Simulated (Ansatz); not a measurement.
## Convergence study of the plane-wave cutoff for LaCu2 (P6mm, 3 atoms in the cell)

```
CELL_PARAMETERS angstrom
      4.31319     0.00000     0.00000
     -2.15659     3.73533     0.00000
      0.00000     0.00000     3.86251
ATOMIC_POSITIONS crystal
  La 0.00000 0.00000 0.01294
  Cu 0.33333 0.66667 0.50000
  Cu 0.66667 0.33333 0.50000
```

Method of the run: PBEsol, default PAW files made with PBE (plane waves; Ansatz, an electronic-structure program).

Base settings: basis.ecutwfc = 420 eV; kpoints.mp_grid.grid = 9 9 9; hamiltonian.xc = pbesol; hamiltonian.pseudopotentials = {kind: paw} (the program's default PAW files); scf.occupations.method = fermi_dirac; scf.occupations.width = 0.1 eV.

The second cell is the first with its lattice scaled by 0.98.

The mesh stays at the base's, so the ladder's end is converged at best in this setting alone.

The first pressure column holds Ansatz's estimate of the finite-basis (Pulay) stress, which hides part of the cutoff error; the other is without it.

Only quantities that move along the ladder and can be compared are tabulated.

The count of work is k-points × plane waves × bands × iterations; it is no time. 

The starting cell comes from a database of computed structures (which also holds hypothetical and non-ambient phases and stackings), without a prior relaxation at this level. Its lattice was rescaled by up to half a per cent. One atom was moved a little off its site on purpose. Spin polarisation is off. In the base run, with a pressure of about -3 GPa the cell is away from its equilibrium volume at this level.

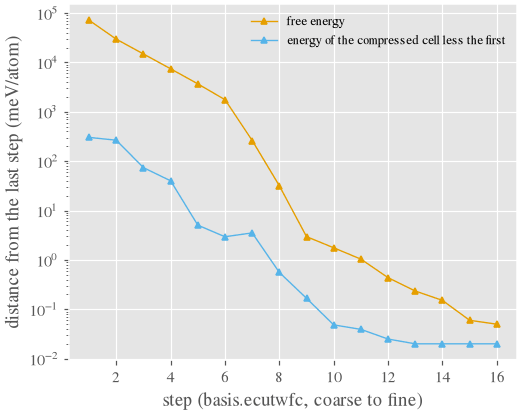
Figure: Distance from the last step along the ladder; very small values are drawn at a floor.

| basis.ecutwfc | free energy less the last step's (meV/atom) | energy of the compressed cell less the first (meV/atom) | pressure (GPa) | pressure without the Pulay estimate (GPa) | largest difference of a force vector from the last step's (eV/Å) | count of work / last |
|---|---|---|---|---|---|---|
| 145 eV | 71259.50 | 295.69 | 26.78 | -1870.15 | 0.374 | 0.089 |
| 170 eV | 29558.64 | 258.68 | 9.53 | -887.78 | 0.010 | 0.11 |
| 190 eV | 14807.15 | 66.98 | 2.47 | -498.01 | 0.100 | 0.15 |
| 210 eV | 7421.54 | 33.00 | -2.66 | -281.02 | 0.088 | 0.11 |
| 230 eV | 3677.09 | -12.01 | -2.59 | -159.66 | 0.063 | 0.12 |
| 250 eV | 1756.57 | -9.90 | -3.04 | -89.10 | 0.021 | 0.15 |
| 295 eV | 261.97 | -3.43 | -2.38 | -21.36 | 0.009 | 0.15 |
| 335 eV | 31.68 | -6.40 | -2.95 | -6.11 | 0.001 | 0.20 |
| 380 eV | 2.96 | -6.79 | -3.05 | -3.23 | 0.000 | 0.23 |
| 420 eV | 1.76 | -6.91 | -3.06 | -3.09 | 0.000 | 0.27 |
| 460 eV | 1.04 | -6.91 | -3.06 | -3.10 | 0.000 | 0.31 |
| 505 eV | 0.44 | -6.93 | -3.06 | -3.08 | 0.000 | 0.37 |
| 565 eV | 0.23 | -6.94 | -3.06 | -3.07 | 0.000 | 0.42 |
| 630 eV | 0.15 | -6.95 | -3.06 | -3.07 | 0.000 | 0.50 |
| 735 eV | 0.06 | -6.95 | -3.07 | -3.07 | 0.000 | 0.64 |
| 840 eV | 0.04 | -6.95 | -3.07 | -3.07 | 0.000 | 0.77 |
| 1010 eV | 0.00 | -6.95 | -3.07 | -3.07 | 0.000 | 1.0 |

Coarsest basis.ecutwfc that holds the free energy within 5 meV/atom of the last step, with all finer ones: 380 eV, at 0.23 of the last step's count of work; the step before is off by 32 meV/atom.

Coarsest basis.ecutwfc that holds the pressure without the Pulay estimate within 0.2 GPa of the last step, with all finer ones: 380 eV, at 0.23 of the last step's count of work; the step before is off by 3.0 GPa.

Coarsest basis.ecutwfc that holds the energy of the compressed cell less the first within 1 meV/atom of the last step, with all finer ones: 335 eV, at 0.20 of the last step's count of work; the step before is off by 3.5 meV/atom.

The energy difference between the two cells stays within 1 meV/atom of the last step's from 335 eV on, the total only from 505 eV on: much of the error is common to both cells and cancels.

At the lowest cutoff the pressure without the Pulay estimate lies 1870 GPa under the last step's, the usual sign of Pulay stress in an incomplete plane-wave basis.

Keys are those of Ansatz 0.2.
